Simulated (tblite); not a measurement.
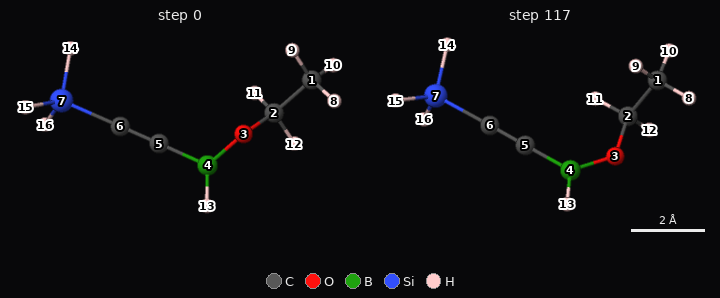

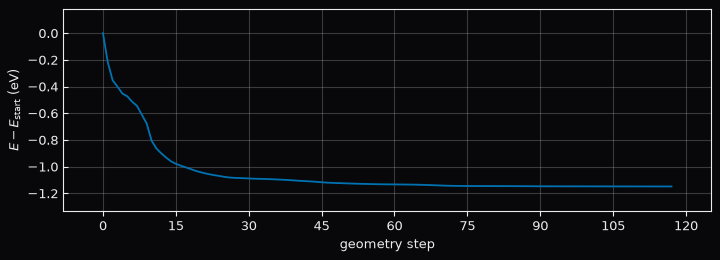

First and last geometry of a relaxation of C$_{4}$H$_{9}$BOSi, with the history of the run. Style: ball-and-stick. Shown at a tilt.

All numbers below come from GFN2-xTB geometry optimisation, gas phase in tblite. 

> What do the curves and the structures tell?

It converged. The largest move after the best rigid fit is that of O3, 0.82 Å. By element the largest moves are O 0.82 Å, H 0.80 Å, B 0.45 Å, Si 0.42 Å, C 0.40 Å. Near-neighbour distances that change, for instance: O3–B4 1.447 → 1.328 Å, C1–H10 1.131 → 1.087 Å, C2–H12 1.137 → 1.097 Å, C1–H9 1.124 → 1.087 Å. Among the angles between lasting bonds that change: C2–O3–B4 114.0° → 125.4°, O3–B4–C5 118.7° → 123.8°, C1–C2–O3 115.0° → 109.9°. Groups turn about C2–O3 by about 60°. The energy falls by 1.148 eV in 117 geometry steps.
